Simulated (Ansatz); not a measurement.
## Electronic structure of AlH₃···PH₃ in real space

```xyz
8

Al    0.0069    0.2116    0.0304
H    -0.0687    0.3107    1.5986
H     1.4280    0.2516   -0.7035
H    -1.3434    0.0931   -0.8205
P     0.1659   -2.9810    1.3891
H    -0.6544   -3.0361    0.2049
H     1.3901   -2.8694    0.6370
H     0.0233   -1.5584    1.5501
```

Not at a stationary point (largest force 0.5 eV/Å).

These are results of RKS PBE/def2-SVP in Ansatz, not measurements.

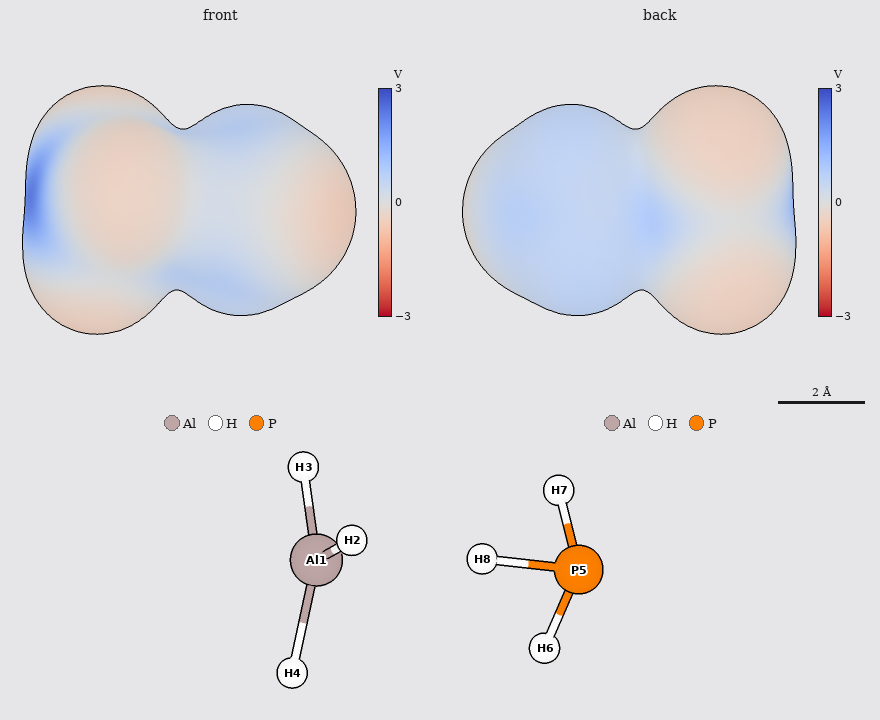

Figure 1. The electrostatic potential painted on the density surface at 0.001 e/bohr³, seen from the front and from behind; the colour scale runs from red (negative) to blue (positive). The bare structure is drawn below in the same view.

### Where is the surface potential most negative and most positive?

The most negative region (about −0.5 V) lies over P5, the most positive (about +2.1 V) over Al1.

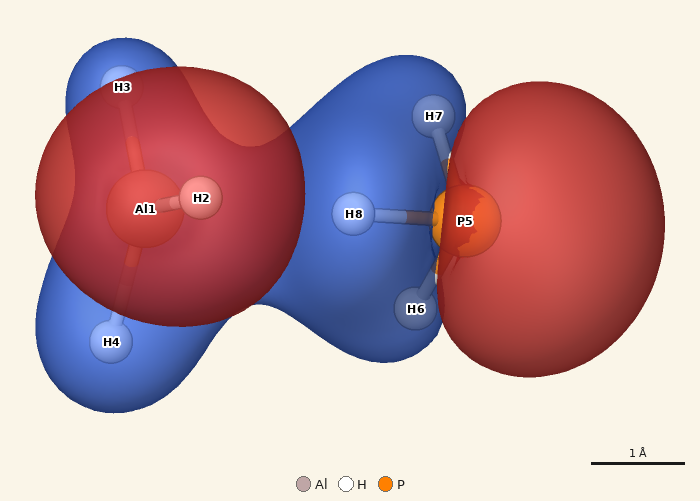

Figure 2. The HOMO at ±0.06 Å⁻³ᐟ² (red and blue are the two phases), seen at a tilt.

### Describe this orbital and give its energy.

Its weight (Hirshfeld) is mainly on P5 (about 45 %), H2 (about 20 %) and Al1 (about 20 %). Its energy is −6.90 eV.

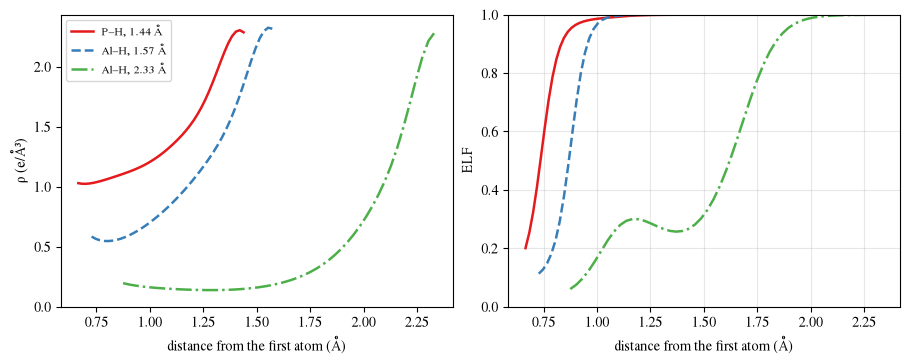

Figure 3. Electron density and ELF along straight lines between neighbouring atoms. The curves leave out the atomic cores.

### Compare the contacts.

P–H (1.44 Å): ρ is about 1 e/Å³ halfway; the ELF climbs to about 1 towards the hydrogen, as it does in any bond to H.
Al–H (1.57 Å): the density is about 0.55 e/Å³ at the midpoint; the ELF climbs to about 1 towards the hydrogen.
Al1···H8 (2.33 Å): the density falls to about 0.14 e/Å³ on the way; the ELF climbs to about 1 towards the hydrogen.
